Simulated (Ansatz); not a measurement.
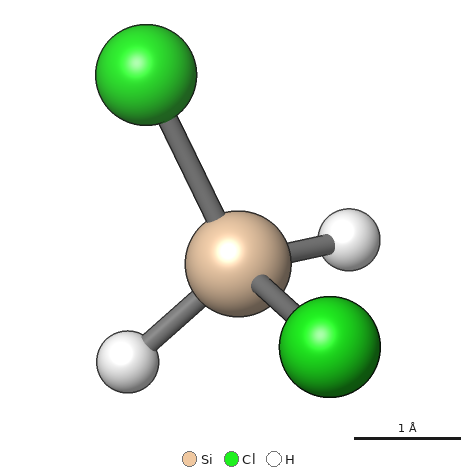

A ball-and-stick model of a molecule. Every bond is drawn as one stick, whatever its order.

> Which formula does it have?

Cl2H2Si, 5 atoms: 2 chlorine, 2 hydrogen and 1 silicon.

> How many sets of symmetry-equivalent atoms are there?

3: 1 Si, 2 Cl, 2 H.

> What is the point group of this geometry?

C2v.

> How many bonds of each kind are drawn?

2 Cl–Si, 2 Si–H. Sticks follow a distance rule.

More results for the same structure follow; atom numbers are the same in all pictures, views and colours differ. The geometry was computed by an optimisation with PBE0-D4/def2-TZVP.

**Electronic properties**

Method: RKS PBE0-D4/def2-TZVPP (Ansatz 0.2.0).

What does the calculation give?

- HOMO energy (Kohn–Sham orbital): −9.10 eV
- LUMO energy (Kohn–Sham orbital): 0.05 eV
- HOMO–LUMO gap: 9.15 eV

**Vibrations**

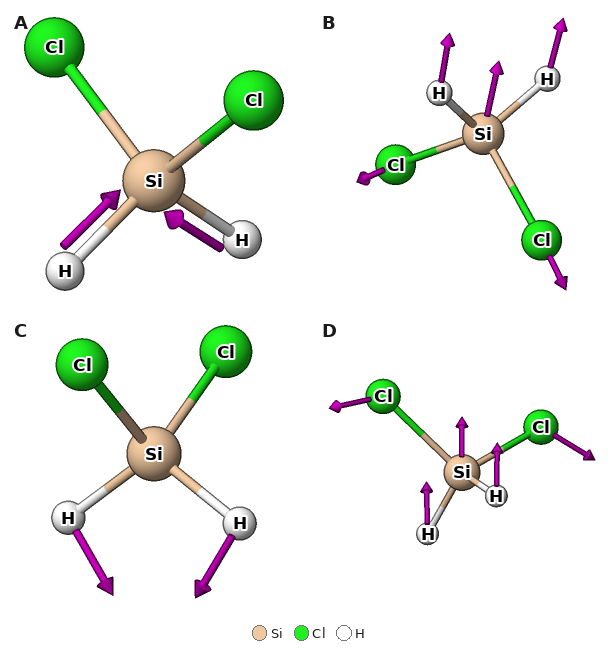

4 normal modes of one molecule or complex, as arrows. Harmonic vibrations computed with RKS PBE0-D4/def2-TZVP (Ansatz 0.2.0) at a stationary point of the same level.

> Match the panels to the wavenumbers 186 cm⁻¹, 529 cm⁻¹, 950 cm⁻¹, 2272 cm⁻¹.

A: 2272 cm⁻¹, in-phase stretching of 2 Si–H bonds
B: 529 cm⁻¹, in-phase stretching of 2 Cl–Si bonds
C: 950 cm⁻¹, H–Si–H bending
D: 186 cm⁻¹, Cl–Si–Cl bending

**Charges**

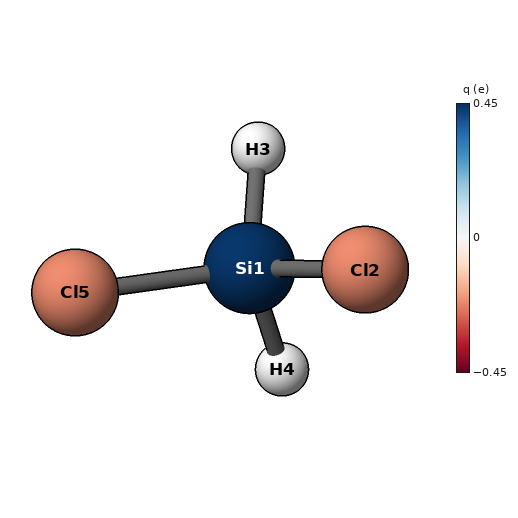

Atoms are coloured by their Mulliken charges. Level of theory: RKS PBE0-D4/def2-TZVP (Ansatz 0.2.0).

List the Mulliken charges.

```csv
atom,value (e)
Si1,0.44
Cl2,−0.22
H3,0.00
H4,0.00
Cl5,−0.22
```

Mulliken values depend strongly on the basis set and can even reverse the polarity of a bond.
